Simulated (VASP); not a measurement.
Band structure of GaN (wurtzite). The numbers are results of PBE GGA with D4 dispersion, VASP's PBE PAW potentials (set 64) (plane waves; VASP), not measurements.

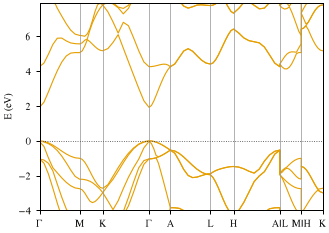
*Bands along high-symmetry lines, zero at the valence-band maximum or, without a gap, the Fermi level*

Q: Read the plot: is there a gap, and where are the band edges?

A: The gap is direct, 1.93 eV, from the valence maximum at Γ to the conduction minimum at Γ. (Edges off the drawn lines would not show.)

Measured: gap 3.68 eV (computed value off by -1.75 eV), as given by Wei Chen et al., Physical Review Materials (2018), doi:10.1103/physrevmaterials.2.073803 [zero-point renormalisation of 0.17 eV added back (the table's ZPR column)].

The compound is GaN in the wurtzite structure. It was relaxed first.
